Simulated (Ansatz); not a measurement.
## Electronic structure of C2H8AlNSi in real space

Input

```
crystal:
  periodic: [false, false, false]
  atoms:
    - { symbol: C, position_ang: [-1.5971, -0.5639, 1.4945] }
    - { symbol: "N", position_ang: [-0.3956, -0.2335, 1.5031] }
    - { symbol: C, position_ang: [0.5442, -0.9075, 0.6583] }
    - { symbol: Si, position_ang: [0.5222, -0.3265, -1.114] }
    - { symbol: Al, position_ang: [0.8101, 1.9859, -1.249] }
    - { symbol: H, position_ang: [-2.0329, -1.2808, 0.8285] }
    - { symbol: H, position_ang: [-2.3047, 0.0232, 2.1296] }
    - { symbol: H, position_ang: [-0.904, -1.39575, 1.61992] }
    - { symbol: H, position_ang: [1.5999, -0.6502, 1.0803] }
    - { symbol: H, position_ang: [1.4656, -1.0278, -1.8945] }
    - { symbol: H, position_ang: [-0.8995, -0.6531, -1.6118] }
    - { symbol: H, position_ang: [2.0372, 2.5785, -2.0821] }
    - { symbol: H, position_ang: [-0.2035, 3.0139, -0.4502] }
basis:
  gaussian: { orbitals: def2-SVP }
hamiltonian:
  xc: pbe0
  dispersion: d4
relax:
  f_tol: 0.02
  max_steps: 50
output:
  orbitals: {}
```

Run with:

```sh
ansatz run input.yaml --threads 2 --pin off --max-ram 3072MiB --backend cpu --events-out ev --progress --plain --runs-dir out
```

The fields are those of the run's last geometry, not of the input's.

Theory: Ansatz 0.2.0, RKS PBE0-D4/def2-SVP.

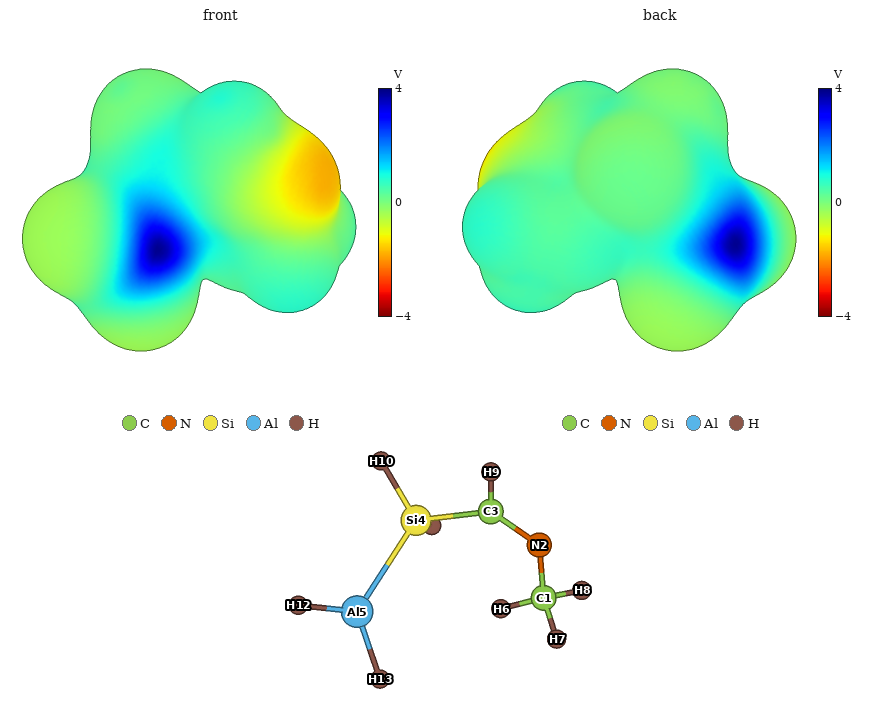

Figure 1. The electrostatic potential painted on the density surface at 0.002 e/bohr³, seen from the front and from behind; red is negative and blue positive. The bare structure is drawn below in the same view.

Describe the electrostatic potential map.

The most negative region (about −1.7 V) lies over N2, the most positive (about +3.7 V) over Al5. N2 is the likeliest acceptor of a hydrogen bond.

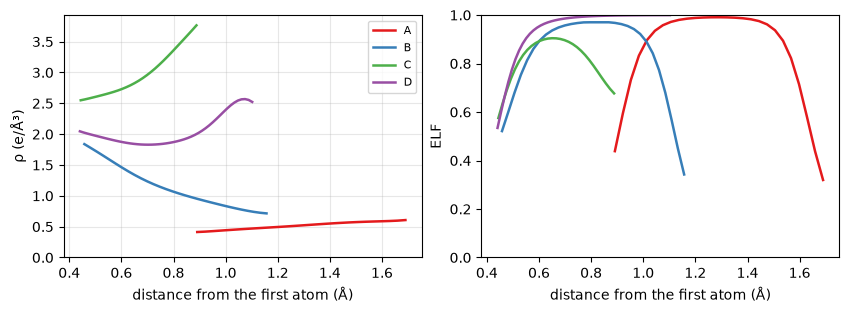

Figure 2. Electron density and ELF along straight lines between neighbouring atoms. The curves leave out the atomic cores.

Which curve belongs to which contact (Al–Si, C–H, C–N and C–Si)? The first atom named is at distance zero.

Curve A: Al–Si (2.46 Å): the density is about 0.5 e/Å³ at the midpoint; the ELF peaks at about 1 between the atoms, as expected for localised, covalent bonding. Curve B: C–Si (1.93 Å): ρ at the midpoint is about 0.87 e/Å³; the ELF peaks at about 1 between the atoms (a shared electron pair). Curve C: C–N (1.27 Å): ρ at the midpoint is about 2.8 e/Å³; the ELF peaks at about 0.90 between the atoms: a multiple bond. Curve D: C–H (1.10 Å): the density is about 1.9 e/Å³ at the midpoint; the ELF climbs to about 1 towards the hydrogen, as it does in any bond to H: a covalent bond by its length.

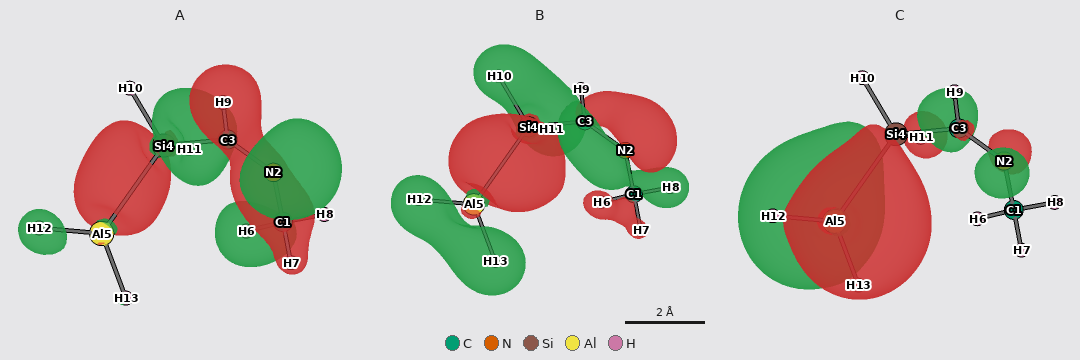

Figure 3. Three frontier orbitals at ±0.08 Å⁻³ᐟ² (green and red are the two phases), in no order.

Order the three orbitals by energy and name them.

B is the HOMO−1 (−7.65 eV). Its weight (Hirshfeld) is mainly on Si4 (about 30 %), Al5 (about 20 %), N2 (about 15 %), H13 (about 5 %), H11 (about 5 %) and C3 (about 5 %). A is the HOMO (−6.67 eV). Its weight (Hirshfeld) is mainly on N2 (about 45 %), Si4 (about 15 %), C3 (about 15 %), C1 (about 5 %) and Al5 (about 5 %). C is the LUMO (−2.21 eV). It lies mainly on Al5 (about 70 %) and Si4 (about 15 %).

What is the HOMO–LUMO gap?

4.46 eV between the orbital energies.
